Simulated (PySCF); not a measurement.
**F$_{6}$S, SMILES `FS(F)(F)(F)(F)F`: what the electrons do**

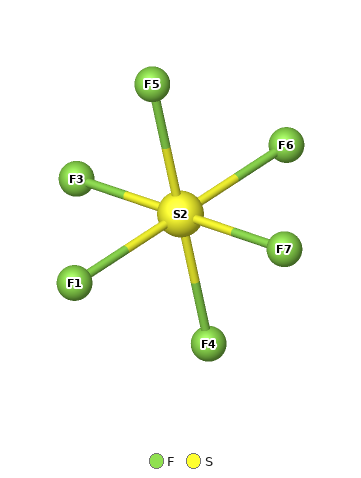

The molecule, with its atoms numbered as below. No frequency check shows the geometry to be a minimum.

Cartesian coordinates (Å):

```
F1      -1.0660   -0.5662    1.0353
S2       0.0001    0.0000   -0.0000
F3      -1.1423    0.1439   -1.0971
F4       0.2968   -1.4791   -0.5031
F5      -0.2970    1.4792    0.5031
F6       1.0662    0.5662   -1.0354
F7       1.1422   -0.1440    1.0972
```

Part 1: Bonding charge

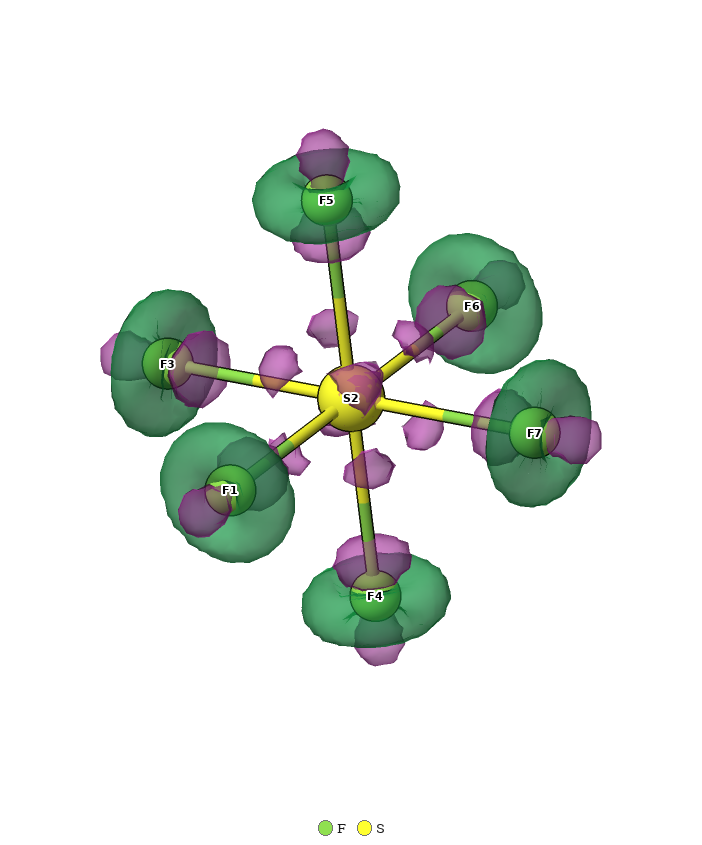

Deformation density (molecule less spherical, spin-averaged free atoms at the same positions), surfaces at ±0.2 e/Å³; green: gain, purple: loss.

Level of theory: LDA (SVWN)/cc-pVDZ (PySCF), at a geometry from GFN2-xTB.

Question: Describe the bonding that the map shows.

Answer: S2–F3, S2–F4, S2–F6, S2–F7 and 2 more like them: −0.04 e/Å³ at the bond critical point (bond length 1.59 Å, Mayer order 1.1); up to 0.6 Å beside the axis the gain reaches +0.17 e/Å³. In all, 1.4 electrons gather in the regions of gain relative to the promolecule. A small or negative value marks a very polar bond, one between electron-rich atoms, whose free-atom densities already overlap strongly, a long bond to a heavier atom, or a closed-shell contact such as a hydrogen bond.

Question: Where do the Hirshfeld charges lie?

Answer: The highest Hirshfeld charge is on S2 (+0.57 e), the lowest on F1, F3, F4, F5, F6 and F7 (−0.10 e).

Part 2: Bond critical points

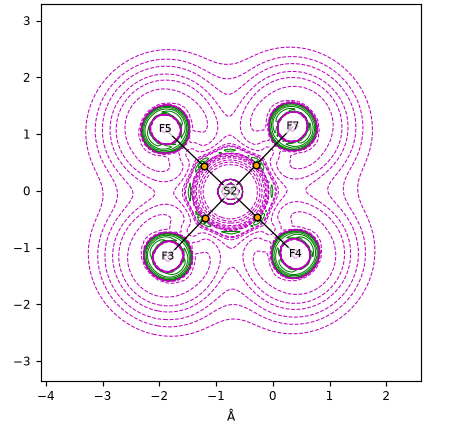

Negative Laplacian of the density (−∇²ρ) in the plane of S2, F3, F4, F5 and F7 (solid green lines positive, dashed magenta lines negative, contours at ±0.02 to ±8 a.u.), with bond paths and bond critical points (dots).

Question: At which bond critical points in this plane is charge locally concentrated, and at which depleted?

Answer: At none is it concentrated. Depleted (∇²ρ > 0): S2–F3, S2–F4, S2–F7 and S2–F5 (+0.09 a.u., H = −0.209). A positive Laplacian with clearly negative H marks a strongly polar covalent bond, whose critical point lies close to the core of the less electronegative atom.

Question: Where along S2–F3 does the critical point lie?

Answer: 0.65 Å from S2 and 0.94 Å from F3.

Part 3: Electrostatic potential

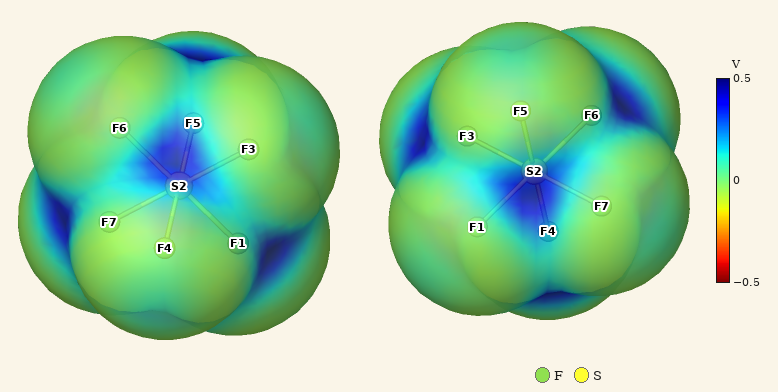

Electrostatic potential on the surface of electron density 0.001 a.u. (back view left, front view right).

Question: Where are the extremes of the potential on the surface?

Answer: Highest: 0.50 V, near F3 (1.77 Å), F4 (1.80 Å) and F6 (1.92 Å), over S2 (2.2 Å), and at like points elsewhere. Lowest: −0.05 V, 1.6 Å from F1, and at like points elsewhere. The surface is sampled at points, so like sites can differ by a few per cent and only the strongest of them is named.

Part 4: Removing or adding an electron

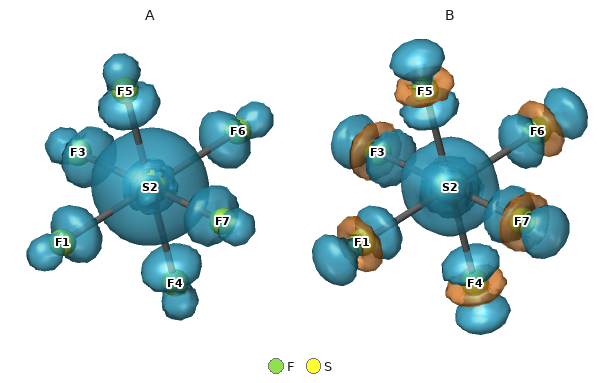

The Fukui function f⁺ from two separate SCF calculations and the density of the LUMO, at ±0.08 e/Å³ (light blue positive, orange negative).

Method: HF/6-31G*; geometry: GFN2-xTB; program: PySCF.

Question: Which panel is which, and how good is the frozen-orbital picture?

Answer: B is f⁺ (it has negative regions), A the LUMO density. The LUMO lies on S2 (35 %) and F1, F3, F4, F5, F6 and F7 (11 % each); f⁺ (Hirshfeld-condensed) is largest on S2 (0.16) and F1, F3, F4, F5, F6 and F7 (0.14 each); the vertical electron affinity is −1.86 eV (the stability of the anion's solution wasn't checked; negative, but this basis has no diffuse functions, so it doesn't show that the anion is unbound). Relaxation shifts 19 % of the electron between atoms. The orbital energy is 3.19 eV.

The PySCF runs shown took 8.9 s and 22 s on 1 thread of Intel(R) Xeon(R) Platinum 8259CL CPU @ 2.50GHz (Skylake/Cascade Lake), on a shared host.
